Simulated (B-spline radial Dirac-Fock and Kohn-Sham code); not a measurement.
Terbium (Z = 65). Level of theory: a Dirac–Hartree–Slater potential of the neutral atom, no hole, surface-current nucleus; calculated with a B-spline radial atomic code.

Before looking at the plot, say what to expect. Its caption: Internal conversion coefficients by shell for magnetic multipoles at a transition energy of 139 keV (K and L shells).

The shells shown sum to 0.837 (M1), 5.97 (M2), 35.3 (M3), 236 (M4), 1850 (M5). The largest bar is K for M1, K for M2, K for M3, K for M4, L3 for M5.

Here it is:

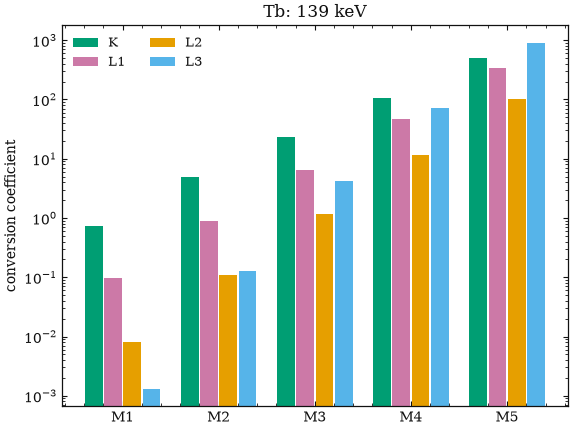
